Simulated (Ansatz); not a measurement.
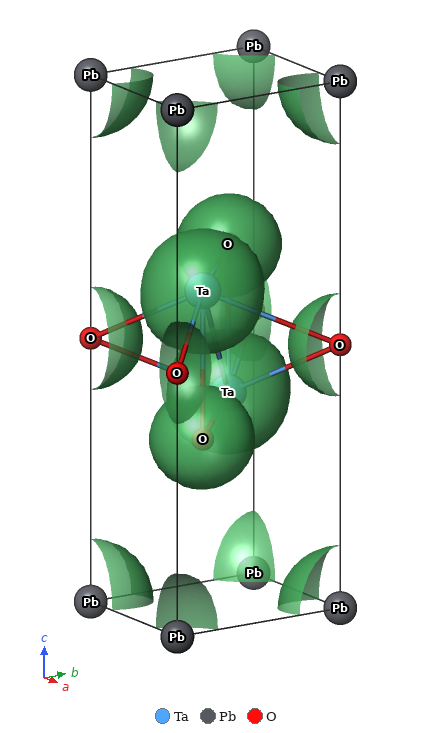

The picture shows: Ta2PbO3. Isosurface of the valence charge density (pseudo) at 1 e/Å³ (green), seen slightly off an axis. Sticks mark near contacts.

Space group P-3m1; a structure from a database of computed crystals, not necessarily the ambient phase; a generated structure, not necessarily the stable one.

The calculation used DFT PBE, scalar-relativistic, plane waves, PAW (Ansatz).

Core electrons are frozen (PAW), and the valence fields are smoothed inside the atomic spheres.

Which contacts does the surface bridge?

Answer. At this value the density breaks into separate islands; it holds about 65 % of the electrons treated as valence (semicore included). It bridges none of the near contacts. It is pinched off along the shortest Ta–O (2.14 Å), Ta–Ta (2.76 Å), Pb–O (3.32 Å) and Ta–O (2.29 Å) contacts. On the grid the lowest density along these lines, outside the cores, is 0.58 e/Å³ (Ta–O, 2.14 Å), 0.42 e/Å³ (Ta–Ta, 2.76 Å), 0.08 e/Å³ (Pb–O, 3.32 Å) and 0.4 e/Å³ (Ta–O, 2.29 Å).
